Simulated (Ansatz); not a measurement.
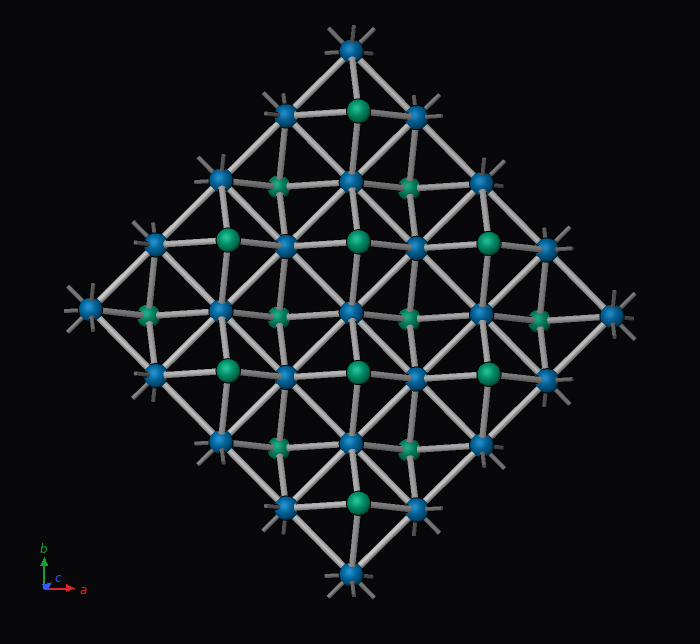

A cut-out of a periodic net derived from a crystal structure. Nodes are coloured by topological kind. One layer is drawn. Edges to nodes outside the piece are drawn as stubs.

> Classify the net: periodicity, connectivity, name.

A binodal (4,8)-connected, two-periodic (layers) net.

> Give point symbol and coordination sequence of each kind of node.

4-connected node: 3^4.4^2, sequence 4, 16, 24, 32, 40, 48; 8-connected node: 3^8.4^8.5^8.6^4, sequence 8, 16, 24, 32, 40, 48.

Where the net comes from. The compound is GdTiGeH (space group P4/nmm, No. 129), taken as the geometry relaxed with DFT, PAW plane waves, pbe (Ansatz 0.2.0); the starting structure was generated, so it need not be a known form of this composition. Bonds are taken as Ge–Ti below 3 Å and Ti–Ti below 3.2 Å; Gd is left out of the net, as the electropositive filling of the structure; no other contact counts. The graph is simplified in the usual way: terminal and isolated atoms are pruned, two-connected atoms become edges. Ge is a 4-connected node; Ti is an 8-connected node, in the ratio 1:1. H drops out.
